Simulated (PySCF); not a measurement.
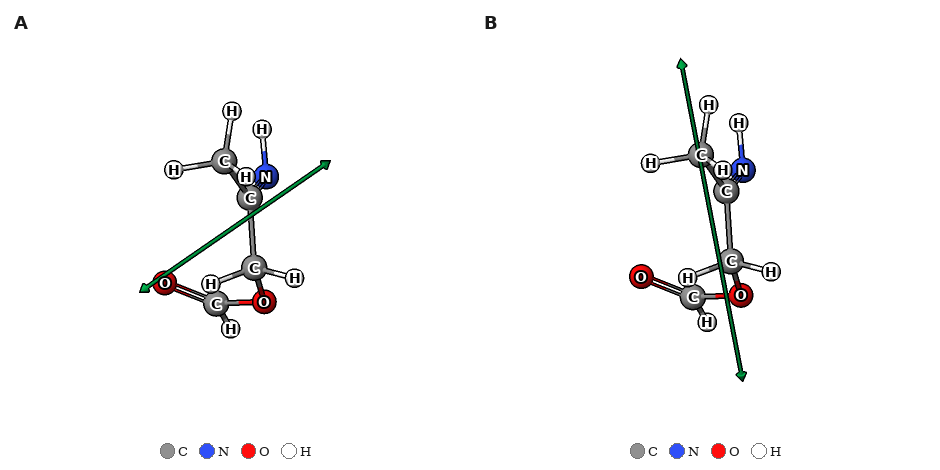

The double arrows show the directions of two transition dipoles from the ground state (lengths mean nothing). Computed geometry: GFN2-xTB optimisation. No frequency run is at hand to confirm it as a minimum. Method: TDDFT ωB97X-D/def2-SVPD, vertical, gas phase, core orbitals frozen in the response (PySCF 2.14.0).

> One belongs to singlet state 4 and one to singlet state 7. Which is which?

A: state 7, 8.27 eV (150 nm), oscillator strength 0.10, of mixed character, with the largest part HOMO−2 → LUMO (weight 0.47).
B: state 4, 7.57 eV (164 nm), oscillator strength 0.048, of mixed character, with the largest part HOMO → LUMO+2 (weight 0.47).
